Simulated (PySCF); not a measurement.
# C$_{8}$H$_{6}$ClO$_{2}$P: what the fields show

Input file:

```
{"job": {"kind": "nmr", "xc": "PBE0", "basis": "pcSseg-1"}, "charge": 0, "multiplicity": 1}
C     -1.405320    -1.646480     0.314025
C     -0.457977    -0.513331     0.098503
C      0.896362    -0.805009     0.021744
C      1.905234     0.121847    -0.185653
C      3.309758    -0.280657    -0.253150
O      4.196086     0.513656    -0.445666
P      1.690246     1.845889    -0.404643
C     -0.051711     1.876748    -0.251073
Cl    -0.659827     3.493022    -0.446738
C     -0.929659     0.814412    -0.023846
C     -2.373762     1.103417     0.112706
O     -3.266666     0.296448     0.139293
H     -0.862315    -2.577844     0.453754
H     -2.073547    -1.748734    -0.539626
H     -2.037914    -1.467039     1.181560
H      1.194310    -1.841118     0.129837
H      3.513427    -1.358453    -0.115677
H     -2.595484     2.179544     0.202995
```

Command:

```sh
OMP_NUM_THREADS=1 python probes_run.py task.json out
```

Geometry: GFN2-xTB.

Method: PBE0/pcSseg-1, SCF density, gas phase, non-relativistic (PySCF).

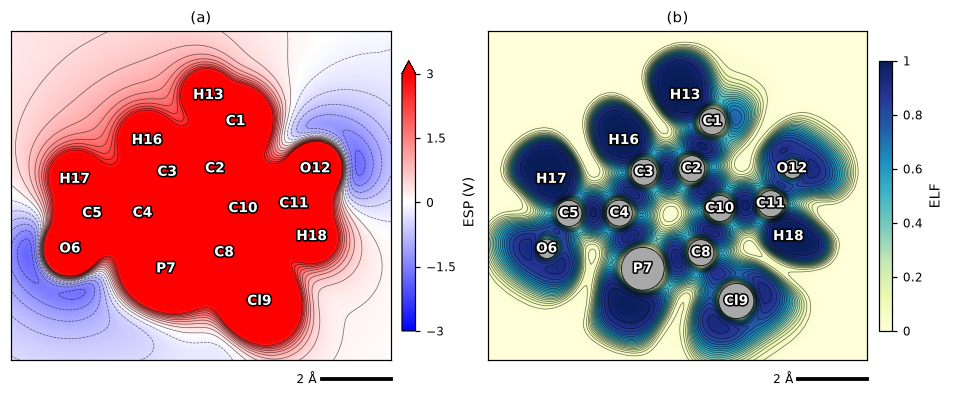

Figure 1. (a) molecular electrostatic potential; (b) ELF on the plane of atoms C8, C10 and C11. Grey discs cover the atomic cores in the ELF map.

Question: Describe what can be read from this map.

Answer: Atoms in the plane: C, O, P, Cl and H. C–O (1.20 Å): the ELF peaks at about 0.85 between the atoms; a short, multiple covalent bond. C–C (1.39 Å): the ELF peaks at about 0.95 between the atoms; localised, covalent bonding. C–Cl (1.74 Å): the ELF peaks at about 0.90 between the atoms; a shared electron pair. C–P (1.75 Å): the ELF peaks at about 0.95 between the atoms; a covalent bond. C–H (1.08 Å): the ELF climbs to about 1 towards the hydrogen, as it does in any bond to H (a covalent bond by its length). The ELF also peaks beside Cl9, P7, O6 and O12, away from the bonds: lone-pair regions. Outside the dense part of the molecule the potential is most negative (−1.8 V) near O6.

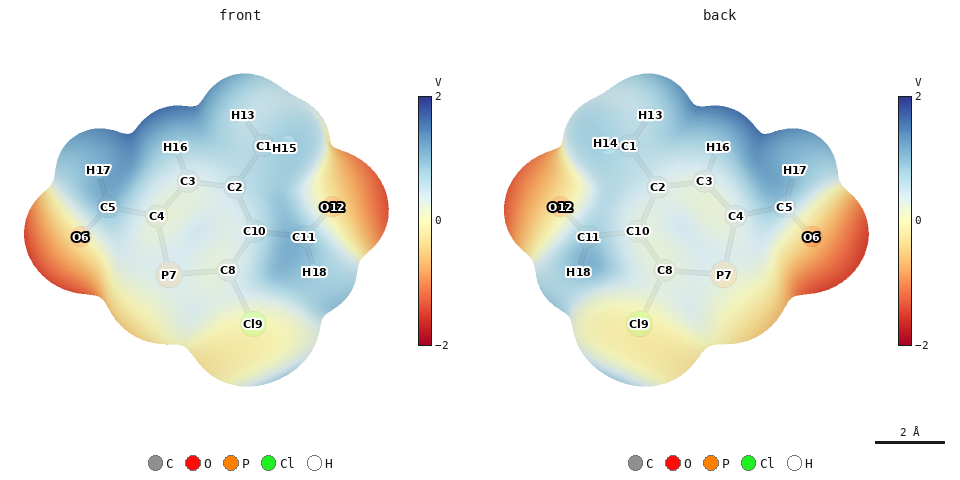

Figure 2. The electrostatic potential painted on the density surface at 0.002 e/bohr³, seen from the front and from behind; the colour scale runs from red (negative) to blue (positive).

Question: Where is the surface potential most negative and most positive?

Answer: The most negative region (about −1.5 V) lies over O6, the most positive (about +1.6 V) over H16 and H17. Cl9 shows a σ-hole: about +0.8 V at the tip opposite its bond, against about +0.1 V on its flanks. O6 is the likeliest acceptor of a hydrogen bond.
